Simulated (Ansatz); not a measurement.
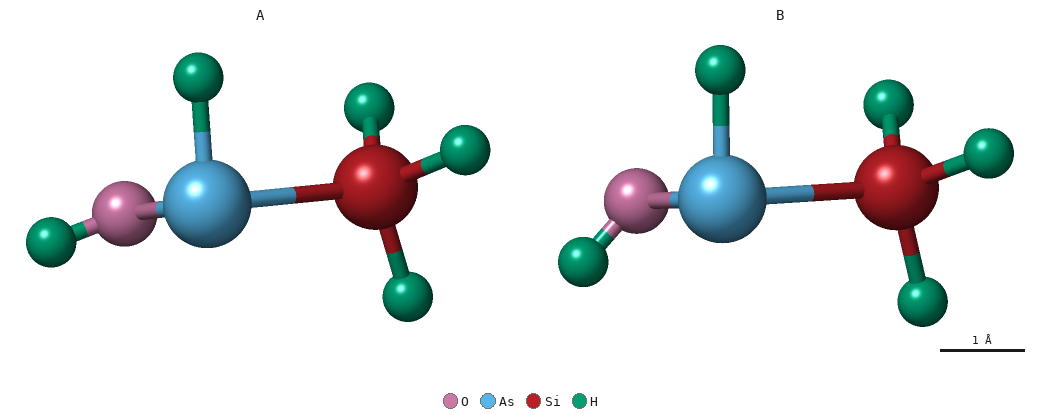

Two geometries of SiAsH5O, drawn at one scale. One is the start of a relaxation, the other its converged end. Style: ball-and-stick. Shown from a free direction.

Method: RKS PBE/def2-SVP (Ansatz). Settings: no spin polarisation; force threshold 0.02 eV/Å; at most 50 steps.

### Which one is relaxed?

Structure B is the relaxed one. The run prepares an end point of a later path (hydrogen shift) calculation, from a guessed geometry. The energy falls by 0.129 eV in 5 accepted moves (7 points after the start). The largest force component goes from 1.1 to 0.014 eV/Å. The line search rejected the trial steps at points 4, 6 of the run. An H atom moves most after the best rigid fit: 0.28 Å. Largest moves by element: H 0.28 Å, O 0.18 Å, As 0.09 Å, Si 0.02 Å. Near-neighbour distances that change, for instance: As–Si 2.329 → 2.401 Å, H–Si 1.469 → 1.507 Å, As–O 1.811 → 1.848 Å, As–H 1.517 → 1.549 Å. Among the angles between lasting bonds that change: As–O–H 111.2° → 104.9°, As–Si–H 113.2° → 111.1°. Groups turn about As–O by about 30°. Cost: 4.7 s on 2 threads of AMD EPYC 9R45 96-Core Processor (Zen 5), with other jobs on the host, peak memory 0.14 GiB.
